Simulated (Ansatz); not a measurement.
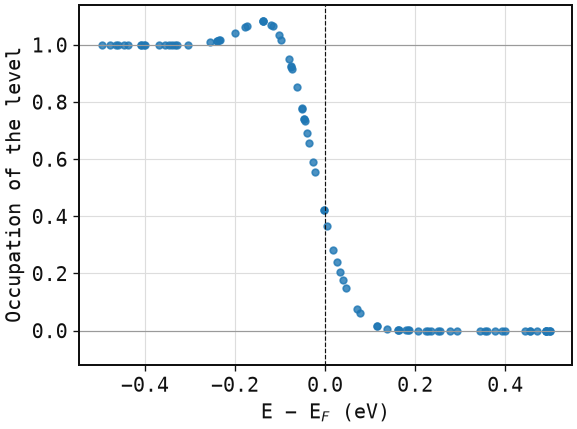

Occupations of the one-electron levels of the k mesh against their energy, from a run on Ru, space group P6_3/mmc (No. 194), 2 atoms in the cell, with Ansatz.

Name the smearing function and its width.

cold (Marzari-Vanderbilt) smearing with a width of 0.1 eV. The occupations overshoot 1 below the Fermi level (up to 1.08) but never turn negative, and they are not symmetric about it.
